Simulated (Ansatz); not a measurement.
# CH3F2NbO2: the cost of one run

Method: RKS SPW92 (LDA)/def2-SVP; program: Ansatz 0.2.0.

### Step 1. The system as given

9 atoms, charge 0, spin multiplicity 1.

Atoms are counted from 1 here; the program's logs count them from 0.

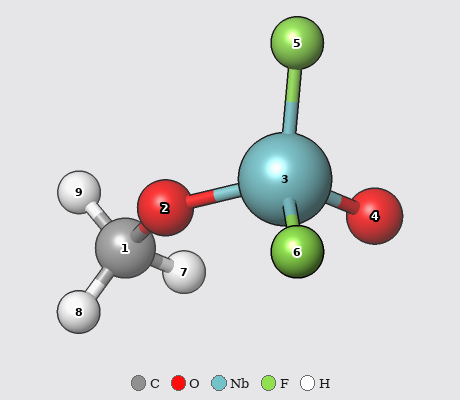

As it starts; carbon grey, oxygen red, niobium teal, fluorine green, hydrogen white; atoms are numbered from 1 in the order of the file.

Coordinates:

| atom | x (Å) | y (Å) | z (Å) |
| --- | --- | --- | --- |
| C1 | -0.5440 | -1.2141 | -0.8951 |
| O2 | -0.4615 | 0.1094 | -0.4076 |
| Nb3 | 0.4775 | 1.1890 | 0.8060 |
| O4 | 1.6244 | 0.1644 | 1.5603 |
| F5 | 1.4013 | 2.5525 | -0.1117 |
| F6 | -0.6914 | 1.8568 | 2.1260 |
| H7 | 0.2014 | -1.8708 | -0.3959 |
| H8 | -1.5625 | -1.6147 | -0.7099 |
| H9 | -0.3568 | -1.2188 | -1.9892 |

This geometry comes from a loose relaxation at PBE in a small basis, which is not shown.

### Step 3. Plan of the scan

First coordinate, angle F6–Nb3–O2: 13 values from 85.5 to 135.5 °. Second coordinate, angle H7–C1–H9: 13 values from 83.8 to 133.8 °.

Nothing else is relaxed (all other coordinates rigid). Energies count from the relaxed molecule at the same level. Points are written as (first, second).

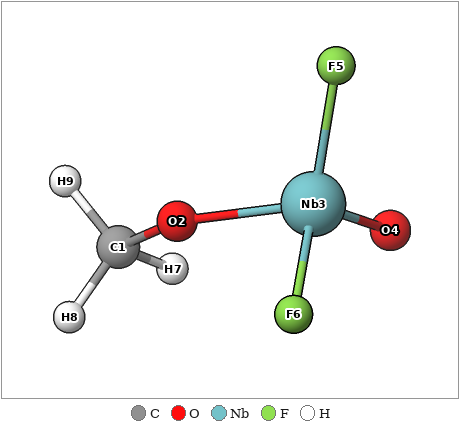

The geometry at (89.7°, 112.9°).

(The set-up runs are not shown.)

### Step 4. Point (89.7°, 112.9°)

input.yaml reads:

```yaml
crystal:
  periodic: [false, false, false]
  atoms:
    - { symbol: C, position_ang: [-0.53766, -1.194687, -0.883523] }
    - { symbol: O, position_ang: [-0.45115, 0.106118, -0.398973] }
    - { symbol: Nb, position_ang: [0.467252, 1.188518, 0.796708] }
    - { symbol: O, position_ang: [1.602222, 0.159285, 1.540389] }
    - { symbol: F, position_ang: [1.394115, 2.525194, -0.112685] }
    - { symbol: F, position_ang: [-1.113755, 1.468217, 1.742733] }
    - { symbol: H, position_ang: [0.175523, -1.838502, -0.31733] }
    - { symbol: H, position_ang: [-1.556161, -1.603619, -0.699117] }
    - { symbol: H, position_ang: [-0.353757, -1.206049, -1.981077] }
basis:
  gaussian: { orbitals: def2-SVP }
hamiltonian:
  xc: lda
output:
  forces: true
```

On the command line:

```bash
> ansatz run input.yaml --threads 1 --pin off --max-ram 2560MiB --backend cpu --events-out ev --progress --plain --runs-dir out
```

Q: Estimate wall time and peak memory on 1 thread of Arm Neoverse N1, shared host.

About 4.6 s, with a peak of 0.14 GiB.
